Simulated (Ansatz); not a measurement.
# CH₄GeSe: basis-set convergence

Aim: see how fast density functionals converge with the basis set for CH₄GeSe.

Computed with Ansatz 0.2.0, Gaussian basis. Level: one geometry, several basis sets.

The runs, in order: PBE0-D4/def2-SVP; ωB97M-V/def2-SVP; PBE0-D4/def2-QZVPP; ωB97M-V/def2-QZVPP; the functionals' def2-TZVPP values are taken from earlier runs.

## Step 1: Structure used throughout

An earlier PBE0-D4 in a triple-zeta def2 set relaxation fixed the geometry.

7 atoms, charge 0, spin multiplicity 1.

Atoms are counted from 1 here; the program's logs count them from 0.

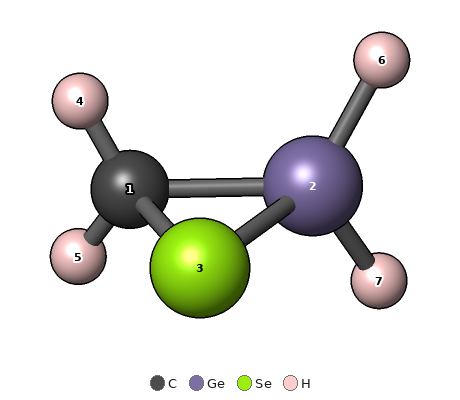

The structure; carbon dark grey, germanium purple, selenium green, hydrogen pink; atoms are numbered from 1 in the order of the file.

## Step 2: PBE0-D4 in def2-SVP

in.yaml reads:

```yaml
crystal:
  periodic: [false, false, false]
  atoms:
    - {symbol: C, position_ang: [-0.639078, -0.198280, -0.717156]}
    - {symbol: Ge, position_ang: [0.670854, 0.335846, 0.589135]}
    - {symbol: Se, position_ang: [-0.531175, -1.645660, 0.665442]}
    - {symbol: H, position_ang: [-1.598348, 0.306501, -0.725475]}
    - {symbol: H, position_ang: [-0.295680, -0.520997, -1.693374]}
    - {symbol: H, position_ang: [0.302605, 1.414659, 1.605025]}
    - {symbol: H, position_ang: [2.152023, 0.239832, 0.230804]}
basis:
  gaussian: {orbitals: def2-SVP}
hamiltonian: {xc: pbe0, dispersion: d4}
output: {orbitals: {seedname: orbitals}}
```

Run with:

```sh
> ansatz run in.yaml --threads 2 --pin off --events-out ev --progress --plain --max-ram 4352MiB
```

Further steps of the session: ωB97M-V in def2-SVP; PBE0-D4 in def2-QZVPP; ωB97M-V in def2-QZVPP.

Q: Predict the results of all the runs planned. Wanted: PBE0-D4: double and triple zeta above quadruple; ωB97M-V: double and triple zeta above quadruple.

**Answer**, as computed:

| quantity | value |
| --- | --- |
| PBE0-D4: double and triple zeta above quadruple | 19.06, 2.66 eV |
| ωB97M-V: double and triple zeta above quadruple | 19.00, 2.58 eV |

For PBE0-D4 the step from double to triple zeta gains 16.40 eV and the next only 2.66 eV. Total energies overstate the basis error of differences, where much of it tends to cancel. The LUMO of ωB97M-V is positive and keeps falling with the basis (1.36 to 0.84 eV): an unbound level that the basis holds in place.
